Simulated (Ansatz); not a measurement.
Starting cell, Mo2C (space group Pbcn):

```xyz
12
Lattice="4.6798 0.0000 0.0000 0.0000 5.9790 0.0000 0.0000 0.0000 5.1500" Properties=species:S:1:pos:R:3 pbc="T T T"
Mo     1.1489     5.2470     0.4102
Mo     3.5309     0.7321     4.7398
Mo     1.1910     3.7216     2.9852
Mo     3.4889     2.2575     2.1648
Mo     3.4889     3.7216     4.7398
Mo     1.1910     2.2575     0.4102
Mo     3.5309     5.2470     2.1648
Mo     1.1489     0.7321     2.9852
C      2.3399     5.2454     3.8625
C      2.3399     0.7337     1.2875
C      0.0000     3.7232     1.2875
C      0.0000     2.2558     3.8625
```

A phonon eigenvector at Γ is frozen into this cell: atom i moves by Q times the vector below, so Q is the largest atomic displacement, in Å. The cell is held.

| atom | x | y | z |
|---|---|---|---|
| Mo1 | -0.717 | -0.697 | -0.005 |
| Mo2 | 0.717 | 0.697 | 0.005 |
| Mo3 | -0.717 | -0.697 | 0.005 |
| Mo4 | 0.717 | 0.697 | -0.005 |
| Mo5 | -0.717 | 0.697 | 0.005 |
| Mo6 | 0.717 | -0.697 | -0.005 |
| Mo7 | -0.717 | 0.697 | -0.005 |
| Mo8 | 0.717 | -0.697 | 0.005 |
| C9 | -0.242 | 0.000 | 0.124 |
| C10 | 0.242 | 0.000 | -0.124 |
| C11 | -0.242 | 0.000 | -0.124 |
| C12 | 0.242 | 0.000 | 0.124 |

The numbers are results of LDA (plane waves to 420 eV, PAW, scalar-relativistic; Ansatz, an electronic-structure program), not measurements. k mesh 8×7×7 (Γ-centred), Fermi-Dirac smearing 0.05 eV. E stands for the smeared free energy. With partly filled bands, energies and forces of such displacements shift with the k mesh and the smearing. Mo2C is run without spin polarisation. Mo2C was relaxed with its symmetry unable to fall. ΔE is measured from the undisplaced structure.

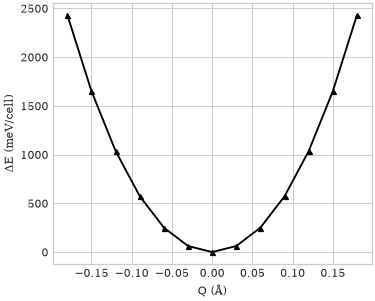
Fig. 1. ΔE (meV/cell) against Q (Å); computed points joined by lines.

### Question
What is the energy change at Q = 0.180 Å?

### Answer
About 2400 meV/cell.

### Question
What harmonic wavenumber does the curvature at Q = 0 give?

### Answer
About 220 cm⁻¹.

(A displaced cell: forces are minus the slopes of the energy, force constants its curvatures, and phonons follow from these.)
